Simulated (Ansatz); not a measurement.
# Ge (P6_3/mmc): scan of the energy under strain

The task is a scan of the energy under strain, for Ge (P6_3/mmc).

All numbers are computed with the Python package of Ansatz 0.2.0. Level of theory: DFT r2SCAN, plane waves, PAW.

## Step 1: Starting point

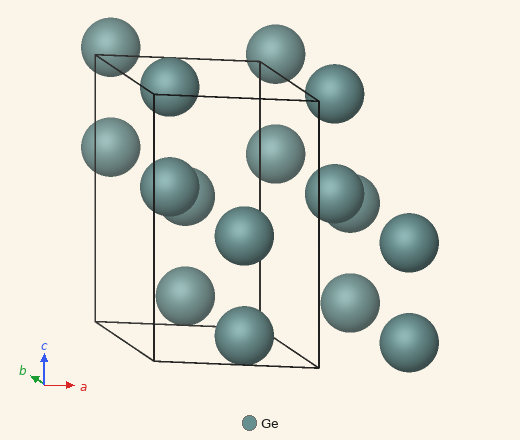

The structure that the script starts from, seen slightly off an axis (germanium teal). 2×2×1 cells are drawn. Atoms on cell faces are repeated.

No structure file is read: the coordinates are typed or built in the script.

## Step 2: The script

The input, strain_ge.py:

```python
"""A tetragonal strain scan of Ge."""

import ansatz as az
import matplotlib.pyplot as plt
import numpy as np

FUNCTIONAL = "r2SCAN"
WIDTH_EV = 0.15
CUTOFF = 520
MESH = (10, 10, 6)

VECTORS = np.array([
    [3.997586, 0.0, 0.0],
    [-1.998793, 3.462011, 0.0],
    [0.0, 0.0, 6.599378],
])
SITES = [
    ("Ge", (2 / 3, 1 / 3, 0.062901)),
    ("Ge", (1 / 3, 2 / 3, 0.562901)),
    ("Ge", (2 / 3, 1 / 3, 0.437099)),
    ("Ge", (1 / 3, 2 / 3, 0.937099)),
]


def build(cell):
    crystal = az.Crystal(lattice=az.Lattice.of(cell))
    for symbol, position in SITES:
        crystal = crystal.atom(symbol, position)
    return crystal


def main() -> None:
    # clamped ions: the fractional positions stay as typed
    values = np.linspace(-0.05, 0.05, 7)
    energies = []
    for d in values:
        strain = np.diag([d, d, (1 + d) ** -2 - 1])
        cell = VECTORS @ (np.eye(3) + strain)
        model = (
            build(cell).calculation()
            .functional(FUNCTIONAL)
            .occupations(az.OccupationsMethod.FERMI_DIRAC, width=WIDTH_EV)
            .basis(CUTOFF)
            .kpoints(*MESH)
            .stress()
        )
        r = model.run(threads=1, backend="cpu").report
        energies.append(r["free_energy_ev"] / len(SITES))
        s = r["stress_gpa"]
        print(f"d = {d:+.4f}  stress xx yy zz xy (GPa, compression positive): {s[0][0]:8.3f} {s[1][1]:8.3f} {s[2][2]:8.3f} {s[0][1]:8.3f}")
    energies = np.array(energies)

    for value, e in zip(values, energies):
        print(f"strain {value:7.3f}   E - Emin = {1000 * (e - energies.min()):9.3f} meV/atom")
    plt.figure(figsize=(4.5, 3))
    plt.plot(values, 1000 * (energies - energies.min()), "o-")
    plt.xlabel("strain")
    plt.ylabel("meV/atom")
    plt.tight_layout()
    plt.savefig("strain.png", dpi=100)
    curvature = 2 * np.polyfit(values, energies, 3)[1]
    volume = abs(np.linalg.det(VECTORS)) / len(SITES)
    print(f"d2E/dd2 over the volume: {curvature / volume * 160.21766:.1f} GPa")


if __name__ == "__main__":
    main()
```

## Step 3: The calls as engine input

The package turns the script's settings into the engine's input (first run):

```yaml
crystal:
  lattice:
    - [3.7977067, 0.0, 0.0]
    - [-1.89885335, 3.28891045, 0.0]
    - [0.0, 0.0, 7.312330193905818]
  atoms:
    - { symbol: Ge, position: [0.6666666666666666, 0.3333333333333333, 0.062901] }
    - { symbol: Ge, position: [0.3333333333333333, 0.6666666666666666, 0.562901] }
    - { symbol: Ge, position: [0.6666666666666666, 0.3333333333333333, 0.437099] }
    - { symbol: Ge, position: [0.3333333333333333, 0.6666666666666666, 0.937099] }
basis:
  ecutwfc: 520.0
kpoints:
  mp_grid:
    grid: [10, 10, 6]
hamiltonian:
  xc: r2scan
scf:
  occupations:
    method: fermi_dirac
    width: 0.15
output:
  stress: true
```

## Step 4: The run

Command:

```
$ python strain_ge.py
```

Log:

```text
DeckWarning: crystal.lattice misses the space group found at crystal.symmetry.tolerance 1.0e-5 in a digit that the deck types, which is why this is a warning: making the lattice exact moves one of its numbers by a whole unit of that number's last typed decimal, or more. The operation that it misses by the most changes a squared length by the fraction 1.49e-8. The run uses the lattice that is a stretch of the typed one, with no rotation, onto the one that keeps every operation to a double's rounding (on a very oblique basis the stretch itself rounds by more); the deck's lattice vector that moved farthest moved by 1.64e-8 Å. To run the lattice as typed, set crystal.symmetry.tolerance under [...]
d = -0.0500  stress xx yy zz xy (GPa, compression positive):    9.955    9.955  -11.535   -0.000
d = -0.0333  stress xx yy zz xy (GPa, compression positive):    6.641    6.641   -9.417    0.000
d = -0.0167  stress xx yy zz xy (GPa, compression positive):    3.195    3.195   -5.414   -0.000
d = +0.0000  stress xx yy zz xy (GPa, compression positive):   -0.021   -0.021    0.032    0.000
d = +0.0167  stress xx yy zz xy (GPa, compression positive):   -2.916   -2.916    6.943    0.000
d = +0.0333  stress xx yy zz xy (GPa, compression positive):   -5.487   -5.487   15.378    0.000
d = +0.0500  stress xx yy zz xy (GPa, compression positive):   -7.582   -7.582   25.197    0.000
strain  -0.050   E - Emin =   175.831 meV/atom
strain  -0.033   E - Emin =    81.713 meV/atom
strain  -0.017   E - Emin =    20.973 meV/atom
strain   0.000   E - Emin =     0.000 meV/atom
strain   0.017   E - Emin =    22.781 meV/atom
strain   0.033   E - Emin =    93.508 meV/atom
strain   0.050   E - Emin =   215.438 meV/atom
d2E/dd2 over the volume: 1097.7 GPa
```

(Warnings from the package without file and line, shortened, repeats left out.)

Run time: 2.7 min. Hardware: 1 thread of Arm Neoverse V2, shared host; peak memory 0.78 GiB.

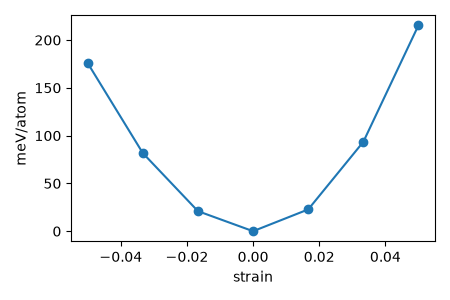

The script's own figure, strain.png.

## Step 5: Inputs of later runs

The engine's inputs for some of the other runs:

Run 3, against run 1:

```diff
@@ -3,3 +3,3 @@
-    - [3.7977067, 0.0, 0.0]
-    - [-1.89885335, 3.28891045, 0.0]
-    - [0.0, 0.0, 7.312330193905818]
+    - [3.9309595666666666, 0.0, 0.0]
+    - [-1.9654797833333333, 3.4043108166666665, 0.0]
+    - [0.0, 0.0, 6.824981557023844]
```

Run 4, against run 1:

```diff
@@ -3,3 +3,3 @@
-    - [3.7977067, 0.0, 0.0]
-    - [-1.89885335, 3.28891045, 0.0]
-    - [0.0, 0.0, 7.312330193905818]
+    - [3.997586, 0.0, 0.0]
+    - [-1.998793, 3.462011, 0.0]
+    - [0.0, 0.0, 6.599378]
```

Run 5, against run 1:

```diff
@@ -3,3 +3,3 @@
-    - [3.7977067, 0.0, 0.0]
-    - [-1.89885335, 3.28891045, 0.0]
-    - [0.0, 0.0, 7.312330193905818]
+    - [4.064212433333333, 0.0, 0.0]
+    - [-2.0321062166666666, 3.519711183333333, 0.0]
+    - [0.0, 0.0, 6.384778500403118]
```

## Step 6: The runs side by side

One row for each of the 7 runs:

```csv
run,strain,energy from run 4 (meV/atom),pressure (GPa),SCF cycles,CPU time (s)
1,-0.050,175.83,2.79,6,22
2,-0.033,81.71,1.29,7,22
3,-0.017,20.97,0.33,7,24
4,0.000,0.00,0.00,7,23
5,0.017,22.78,0.37,7,23
6,0.033,93.51,1.47,7,22
7,0.050,215.44,3.34,7,22
```

Energies are free energies F = E - TS of the smeared occupations. 

## Step 7: Summary of results

| quantity | value |
| --- | --- |
| curvature under the strain | 1097.7 GPa |
| runs compared | 7 |
| range of energy | 215.44 meV/atom |
| lowest point, strain | 0.000 |

What this shows: Against the unstrained cell the energy per atom changes by +175.83 meV at one end of the scan and +215.44 meV at the other, and its second derivative over the volume is 1097.7 GPa. Caveats:
- The curvature belongs to this strain pattern and to the cell's stress; it equals a single elastic constant only for simple patterns.
- This isn't the structure that Ge takes at ambient conditions.
- The ions keep their fractional positions (clamped ions). Whether this is the phase that is stable at ambient conditions was not tested.
